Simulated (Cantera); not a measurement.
Feed: 1 mol Si₂H₆, 1.6 mol N₂O, 91 mol N₂, equilibrated at 68.3 Torr.

Equilibrium computed with Cantera from the NASA thermochemical tables; the gas is ideal and each condensed phase is pure. Candidate condensed phases: H₂O, Si, SiO₂, Si₂N₂O, Si₃N₄; 35 gas species. The feed counts by its element totals alone. Mutual solubility and eutectic melting of coexisting phases are not modelled. The tables hold silica as quartz up to 1696 K and as liquid above; real silica turns to tridymite and cristobalite and melts near 1996 K. Kinetics and transport are ignored.

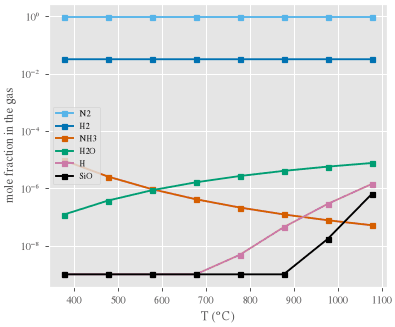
Equilibrium gas composition (values under 1e-9 drawn at 1e-9)

From 377 °C to 477 °C the condensed part is SiO₂(α-quartz) + Si₂N₂O(s). From 577 °C to 1077 °C the condensed part is SiO₂(β-quartz) + Si₂N₂O(s).
